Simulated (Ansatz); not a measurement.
# Fields on a plane of V (bcc, W type)

```
CELL_PARAMETERS angstrom
     -1.49136     1.49136     1.49136
      1.49136    -1.49136     1.49136
      1.49136     1.49136    -1.49136
ATOMIC_POSITIONS crystal
  V  0.00000 0.00000 0.00000
```

The slice is a {211} plane (indices of the conventional cell) through the point (0.000, 0.000, 0.000) (fractional), spanned by u = [111] and v = [1 0 -1] in vectors of this cell: u (2.58 Å) and v (4.22 Å, at 90° to u). It covers one period; positions are fractions (u, v).

Atoms on it: V at (0.00, 0.00).

Method: r2SCAN (plane waves to 500 eV, PAW, scalar-relativistic; Ansatz, a first-principles code). k mesh 22×22×22. Near the nuclei the fields are pseudised (PAW); where an atom keeps semicore shells as valence, they peak there. V is run without spin polarisation. V was relaxed with its symmetry unable to fall.

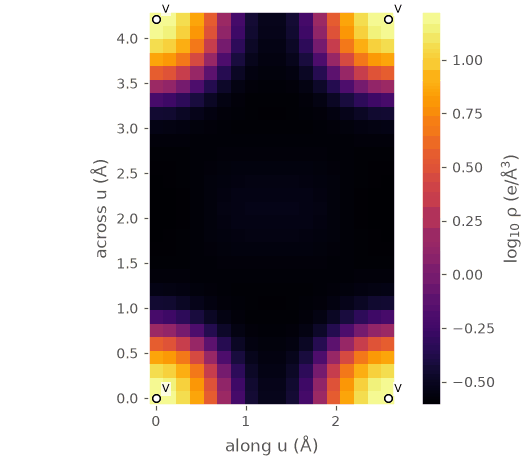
Log₁₀ of the valence density in e/Å³, one period of the plane, atoms marked. The scale is logarithmic, as a density can span decades between atoms and voids.

```
|xxxxxxxxxxxxxx..====..xxxxxxxxxxxx|
|xxxxxxxxxxxxxx--++++--xxxxxxxxxxxx|
|xxxxxxxxxxxx  ==****==  xxxxxxxxxx|
|xxxxxxxxxxxx--**####**--xxxxxxxxxx|
|xxxxxxxxxx::++##%%%%##++::xxxxxxxx|
|xxxxxx  --++##@@@@@@@@##++--  xxxx|
|..::--==**##%%@@@@@@@@%%##**==--::|
|******##%%%%@@@@@@@@@@@@%%%%##****|
|%%%%%%%%%%%%%%@@@@@@@@%%%%%%%%%%%%|
|@@@@@@%%%%%%%%%%%%%%%%%%%%%%%%@@@@|
|@@@@@@%%%%####********####%%%%@@@@|
|@@@@%%%%##****++++++++****##%%%%@@|
|@@@@%%####**++++====++++**####%%@@|
|@@@@%%##****++========++****##%%@@|
|@@@@%%####**++++====++++**####%%@@|
|@@@@%%%%##****++++++++****##%%%%@@|
|@@@@@@%%%%####********####%%%%@@@@|
|@@@@@@%%%%%%%%%%%%%%%%%%%%%%%%@@@@|
|%%%%%%%%%%%%%%@@@@@@@@%%%%%%%%%%%%|
|******##%%%%@@@@@@@@@@@@%%%%##****|
|..::--==**##%%@@@@@@@@%%##**==--::|
|xxxxxx  --++##@@@@@@@@##++--  xxxx|
|xxxxxxxxxx::++##%%%%##++::xxxxxxxx|
|xxxxxxxxxxxx--**####**--xxxxxxxxxx|
|xxxxxxxxxxxx  ==****==  xxxxxxxxxx|
|xxxxxxxxxxxxxx--++++--xxxxxxxxxxxx|
|xxxxxxxxxxxxxx..====..xxxxxxxxxxxx|
|xxxxxxxxxxxxxx..====..xxxxxxxxxxxx|
```
Scale: ten equal steps from 1.00 (start of ' ') to 9.81 (end of '@'), in the order ' .:-=+*#%@'. Values: electrostatic potential energy of an electron, from the cell's mean, in eV. The map has 17 points along u (two characters each, u = 0 at the left) and 28 along v (v = 0 in the bottom row). Points within 1 Å of a nucleus are blanked (x), as the pseudised field means little there. Values under 1 eV are set to 1. The zero, the cell's mean, hangs on the PAW cores.

| Item | Value |
|---|---|
| Density on the V–V line (2.58 Å) at its midpoint | 0.30 e/Å³ |
| ELF at that point | 0.2 |
